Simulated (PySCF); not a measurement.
## Electronic structure of ClHSi (SMILES [SiH]Cl) in real space

```yaml
atoms:
  - { symbol: Si, position_ang: [-0.1741, 0.7700, -0.0575] }
  - { symbol: Cl, position_ang: [1.5906, -0.3250, -0.0788] }
  - { symbol: H, position_ang: [-1.0833, -0.4591, -0.0814] }
```

Geometry: PBE0-D3(BJ)/def2-TZVP.

Method: PySCF, PBE0/pcSseg-2, SCF density, gas phase, non-relativistic.

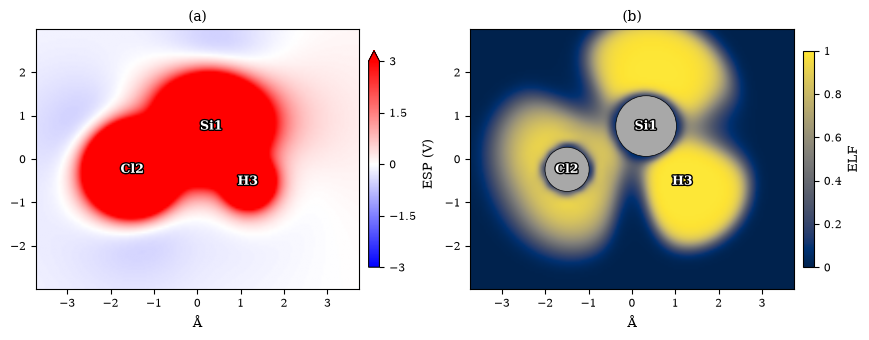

Figure 1. (a) electrostatic potential; (b) ELF on the molecular plane. Grey discs cover the atomic cores in the ELF map.

> Describe what can be read from this map.

- The plane passes through Si, Cl and H nuclei.
- Si–Cl (2.08 Å): the ELF peaks at about 0.85 between the atoms (a polar covalent bond).
- Si–H (1.53 Å): the ELF climbs to about 1 towards the hydrogen, as it does in any bond to H.
- The ELF also peaks beside Cl2 and Si1, away from the bonds: lone-pair regions.
- Outside the dense part of the molecule the potential is most negative (−0.5 V) near Si1.

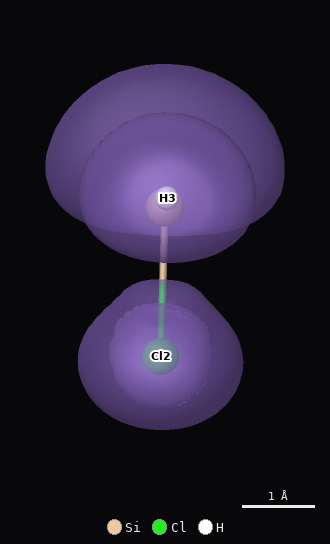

Figure 2. Isosurface of the ELF at 0.8 (purple), seen at an oblique angle. Only the valence region is drawn (cores and ρ < 0.01 e/Å³ removed).

> Identify the bonds, lone pairs and shells in this picture.

At this value the surface marks out one region around a hydrogen nucleus, one region on Cl in which the atom's valence shell and bonds are merged and one lobe on Si, pointing away from the bonds (lone pairs).
